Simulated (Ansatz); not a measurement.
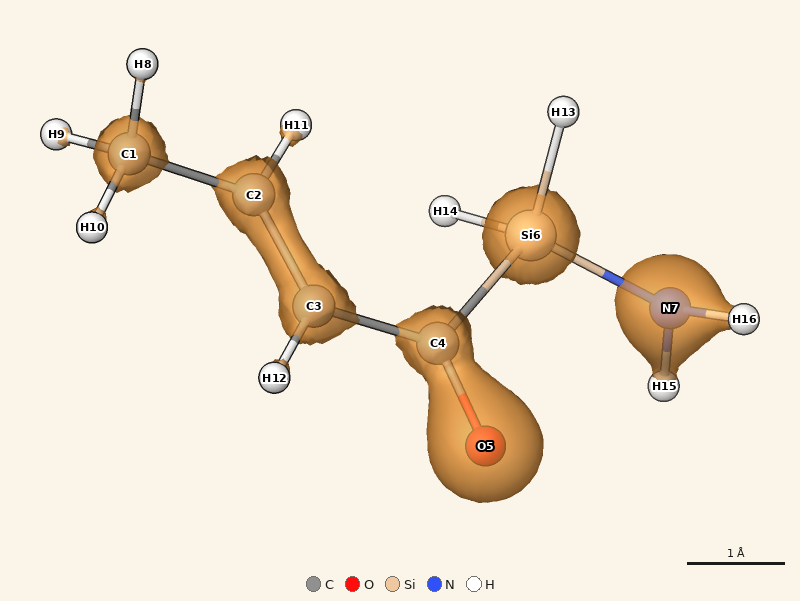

Figure. C4H9NOSi (SMILES CC=CC(=O)[SiH2]N). Isosurface of the electron density at 2 e/Å³ (orange), seen at an oblique angle.

Computed with RHF/def2-SVP (Ansatz).

```yaml
atoms:
  - { symbol: C, position_ang: [1.9816, -1.5152, 1.7350] }
  - { symbol: C, position_ang: [0.9713, -0.8164, 0.8786] }
  - { symbol: C, position_ang: [1.0403, 0.4487, 0.4810] }
  - { symbol: C, position_ang: [0.0156, 1.1097, -0.3691] }
  - { symbol: O, position_ang: [0.1561, 2.2600, -0.6773] }
  - { symbol: Si, position_ang: [-1.5836, 0.2238, -1.0449] }
  - { symbol: N, position_ang: [-2.5483, 1.2834, -1.9890] }
  - { symbol: H, position_ang: [1.5164, -1.8823, 2.6529] }
  - { symbol: H, position_ang: [2.3896, -2.3841, 1.2133] }
  - { symbol: H, position_ang: [2.8048, -0.8546, 2.0041] }
  - { symbol: H, position_ang: [0.1221, -1.4226, 0.5743] }
  - { symbol: H, position_ang: [1.8741, 1.0828, 0.7670] }
  - { symbol: H, position_ang: [-2.3721, -0.2548, 0.1145] }
  - { symbol: H, position_ang: [-1.1576, -0.9243, -1.8788] }
  - { symbol: H, position_ang: [-2.2070, 1.5842, -2.8822] }
  - { symbol: H, position_ang: [-3.0262, 2.0389, -1.5354] }
```

Which contacts does the surface bridge?

At this value the surface falls into twelve separate pieces. It bridges the sampled C–O (1.20 Å) and C–C (1.33 Å) contacts, where the density stays above the isovalue. It is pinched off along the sampled Si–N (1.72 Å) and C–Si (1.95 Å) contacts. On the grid the lowest density along these lines, outside the cores, is 2.9 e/Å³ (C–O, 1.20 Å), 2.4 e/Å³ (C–C, 1.33 Å), 0.93 e/Å³ (Si–N, 1.72 Å) and 0.74 e/Å³ (C–Si, 1.95 Å).
